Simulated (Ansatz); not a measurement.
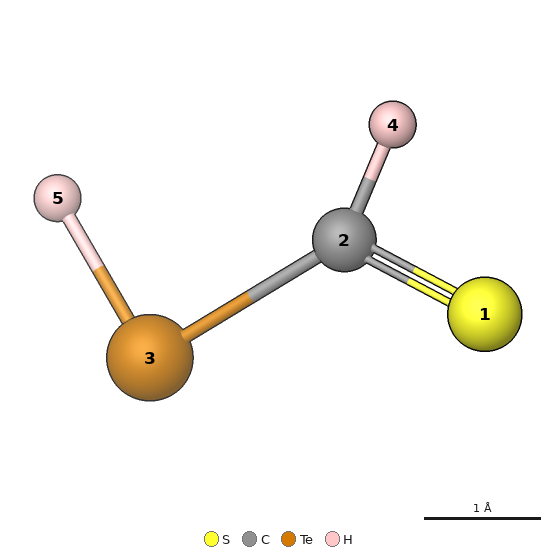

Simulated data, not a measurement (program: Ansatz).

Orthographic view. Distant atoms are faded towards the background colour. Geometry: moved along internal coordinates away from the minimum.

Write a MOL file (V2000) with the atoms in numerical order, bonds sorted by atom number with the orders drawn, and coordinates in the frame of the picture: x right, y up, z towards the viewer, origin at the mean position.

```
CH2STe
                    3D

  5  4  0  0  0  0  0  0  0  0999 V2000
    1.7300   -0.5800    0.8000 S   0  0  0  0  0  0  0  0  0  0  0  0
    0.5100    0.0600    0.2200 C   0  0  0  0  0  0  0  0  0  0  0  0
   -1.1800   -0.9600   -0.4500 Te  0  0  0  0  0  2  0  0  0  0  0  0
    0.9300    1.0600    0.3300 H   0  0  0  0  0  0  0  0  0  0  0  0
   -1.9800    0.4200   -0.9000 H   0  0  0  0  0  0  0  0  0  0  0  0
  1  2  2  0
  2  3  1  0
  2  4  1  0
  3  5  1  0
M  END
```
